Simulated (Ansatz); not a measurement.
Cd$_{2}$SnO$_{4}$ (space group Pbam)

```xyz
14
Lattice="5.5712 0.0000 0.0000 0.0000 9.9287 0.0000 0.0000 0.0000 3.1994" Properties=species:S:1:pos:R:3 pbc="T T T"
Cd     0.3368     3.2128     1.5997
Cd     5.2344     6.7159     1.5997
Cd     3.1224     1.7515     1.5997
Cd     2.4488     8.1771     1.5997
Sn     0.0000     0.0000     0.0000
Sn     2.7856     4.9643     0.0000
O      0.7508     8.0098     0.0000
O      4.8204     1.9189     0.0000
O      3.5364     6.8832     0.0000
O      2.0348     3.0455     0.0000
O      1.4648     5.3521     1.5997
O      4.1065     4.5766     1.5997
O      4.2504     9.5409     1.5997
O      1.3208     0.3878     1.5997
```

This relaxed cell (volume V₀) is scaled evenly in all directions, its shape held. The atoms relax within the cell's symmetry.

Calculation: PBEsol (plane waves to 420 eV, PAW, scalar-relativistic; Ansatz, a program for electronic structure). k mesh 5×3×8 (Γ-centred), Fermi-Dirac smearing 0.05 eV. E stands for the smeared free energy. With the shape held, the modulus is that of even scaling; a crystal free to change shape is softer. Cd2SnO4 was relaxed with its symmetry unable to fall. ΔE is measured from the relaxed starting cell.

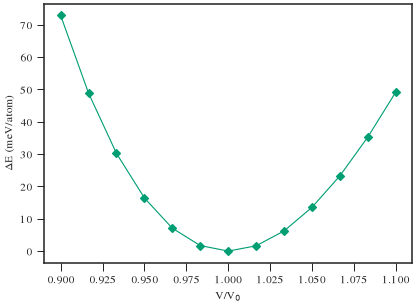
Figure: ΔE (meV/atom) against V/V₀; markers are the computed points, lines only join them.

Question: What is ΔE at V/V₀ = 0.900?

Answer: About 73 meV/atom.

Question: What is ΔE at V/V₀ = 1.100?

Answer: About 49 meV/atom.

Question: What bulk modulus at fixed cell shape B₀ follows from a third-order Birch-Murnaghan fit?

Answer: About 150 GPa.

(A scan under strain: stresses follow from slopes of the energy per volume, elastic moduli from its curvatures.)
